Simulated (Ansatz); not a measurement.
# A computed series for Rh: pressure series

Start from Rh in the fcc (Cu type) structure (space group Fm-3m, No. 225; a = 3.830 Å).

Cell and atoms are relaxed at each pressure.

Calculations: PBE (Ansatz, a quantum-chemistry and plane-wave program; PAW; 420 eV plane waves; no SOC).

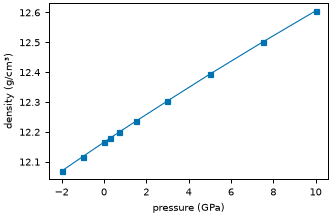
Figure. Density against pressure

**Question.** From the plot, what is the density for pressure 1.5 GPa?

**Answer.** About 12.24 g/cm³.

**Question.** Is the trend monotonic over the range shown?

**Answer.** Yes, it rises throughout, spanning 12.07 g/cm³ to 12.61 g/cm³.

Load acts through the strain it causes; cell and atoms are relaxed under it. Stability against distortions was not tested. Competing high-pressure phases were not computed. All final runs are without spin polarisation.
